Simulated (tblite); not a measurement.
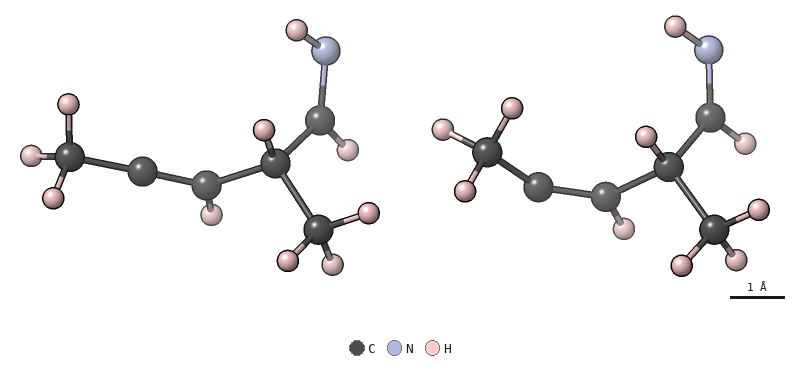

Two geometries of C6H10N (multiplicity 2), drawn at one scale. One is the start of a relaxation, the other its converged end. Style: ball-and-stick. Shown from a free direction.

Computed with tblite, GFN2-xTB geometry optimisation, gas phase. 

Which one is relaxed?

Answer. The right one is the relaxed one. The atom that moves furthest after the best rigid fit is an H atom (0.82 Å). By element the largest moves are H 0.82 Å, C 0.48 Å, N 0.32 Å. Among the contacts that change: C–N 1.297 → 1.256 Å, C–H 1.117 → 1.087 Å, C–C 1.517 → 1.546 Å, C–C 1.515 → 1.495 Å. Bond angles that change, for instance: C–C–C 178.4° → 144.9°, C–C–N 123.1° → 128.2°, C–C–H 117.6° → 112.8°. Over 106 geometry steps the energy falls by 7.27 kcal/mol. Cost: 0.6 s on 1 thread of Arm Neoverse V1, with other jobs on the host.
